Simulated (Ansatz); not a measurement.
# UB3LYP/6-31G(d) (spherical functions) run of SiCl (SMILES [Si]Cl)

Aim: the electronic atomisation energy of SiCl at UB3LYP/6-31G* (spherical functions), from 3 runs. 

The calculation is run with Ansatz 0.2.0.

40 further runs of the same task are left out: 40 set aside as unsound or not needed.

## (1) The system as given

The species is SiCl (2 atoms), meant as a doublet with charge 0. SMILES: `[Si]Cl`. The coordinates come from a PBE0-D4/def2-TZVP relaxation.

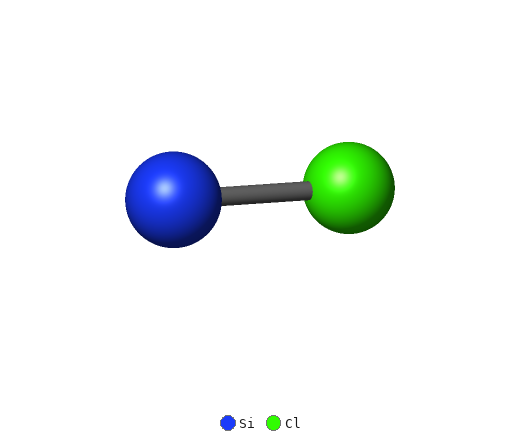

Viewed from a chosen angle; silicon blue, chlorine green.

## (2) A single-point energy at UB3LYP/6-31G(d) (spherical functions)

Input file in.yaml:

```yaml
crystal:
  periodic: [false, false, false]
  atoms:
    - symbol: Si
      position_ang: [0.881810, -0.293660, 0.452120]
    - symbol: Cl
      position_ang: [-0.881810, 0.293660, -0.452120]
basis:
  gaussian: {orbitals: 6-31G_st_-spherical.json}
total_charge: 0
magnetization: {spin_polarized: true, initial_magnetization: 1}
hamiltonian: {xc: {name: B3LYP}}
accuracy: high
output: {orbitals: {seedname: orbitals}}
```

The basis set 6-31G* is read from a file made from the Basis Set Exchange's data (not shown).

Command:

```sh
ansatz run in.yaml --threads 1 --pin off --max-ram 3480MiB --events-out events.jsonl --progress --plain --runs-dir runs
```

Standard output:

```text
Warning: RAYON_NUM_THREADS=1 ignored (pool sized by the plan → 1); use --threads N
Functional definition: B3LYP
  name "B3LYP"
  parameter a0 = 0.2
  parameter ax = 0.72
  parameter ac = 0.81
  exchange = (1 - a0 - ax)*slater_x + ax*b88_x + a0*exact_x
  correlation = (1 - ac)*vwn_rpa_c + ac*lyp_c
614 factors; integrals over basis functions are off by at most 3.7e-9 eV
mean field evaluation 1: about -20398.7860 eV, gradient 7.2e0 eV
mean field evaluation 2: about -20398.4820 eV, gradient 1.0e1 eV
mean field evaluation 4: about -20399.1329 eV, gradient 3.0e-1 eV
mean field evaluation 8: about -20399.1694 eV, gradient 8.9e-3 eV
mean field evaluation 16: about -20399.1694 eV, gradient 5.1e-7 eV
mean field evaluation 32: about -20399.1694 eV, gradient 6.3e-8 eV
mean field -20399.16943298 eV, -749.6556496084 hartree, gradient 6.3e-8 eV, S^2 0.753032; 1 other end points of the search recorded, 0 dependent functions left out
reference -20399.16945943 eV, -749.6556505805 hartree; 16, 15 occupied and 20, 21 virtual orbitals, 614 factors
Total energy: -20399.16945943 eV, -749.6556505805 hartree
```

Wall time 1.9 s (1 thread of Intel Xeon 6975P-C (Granite Rapids), shared host); peak memory 0.14 GiB.

## (3) The Cl atom at the same level

Input file molecule.yaml:

```yaml
crystal:
  periodic: [false, false, false]
  atoms:
    - symbol: Cl
      position_ang: [0.000000, 0.000000, 0.000000]
basis:
  gaussian: {orbitals: 6-31G_st_-spherical.json}
magnetization: {spin_polarized: true, initial_magnetization: 1}
hamiltonian: {xc: {name: B3LYP}}
accuracy: high
```

The basis set 6-31G* is read from a file made from the Basis Set Exchange's data (not shown).

Run the same way, it converges to -460.13279 Eh (log not shown).

## (4) The Si atom

Input file molecule.yaml:

```yaml
crystal:
  periodic: [false, false, false]
  atoms:
    - symbol: Si
      position_ang: [0.000000, 0.000000, 0.000000]
basis:
  gaussian:
    orbitals: 6-31G_st_-spherical.json
accuracy: high
magnetization:
  spin_polarized: true
  initial_magnetization: 2
hamiltonian:
  xc: {name: B3LYP}
```

The basis set 6-31G* is read from a file made from the Basis Set Exchange's data (not shown).

Run the same way, it converges to -289.36979 Eh (log not shown).

## (5) Summary of results

Level: UB3LYP/6-31G* (spherical functions).

```
                                    quantity          value
                      molecule: total energy  -749.65565 Eh
molecule: HOMO energy (highest over α and β)       -4.90 eV
 molecule: LUMO energy (lowest over α and β)       -3.22 eV
                              molecule: ⟨S²⟩          0.753
                       Cl atom: total energy  -460.13279 Eh
                               Cl atom: ⟨S²⟩          0.752
                       Si atom: total energy  -289.36979 Eh
                               Si atom: ⟨S²⟩          2.002
               electronic atomisation energy       4.165 eV
```

**Reading.** Taking the molecule apart into free atoms costs 4.17 eV (402 kJ/mol), before zero-point energy and without spin-orbit coupling.
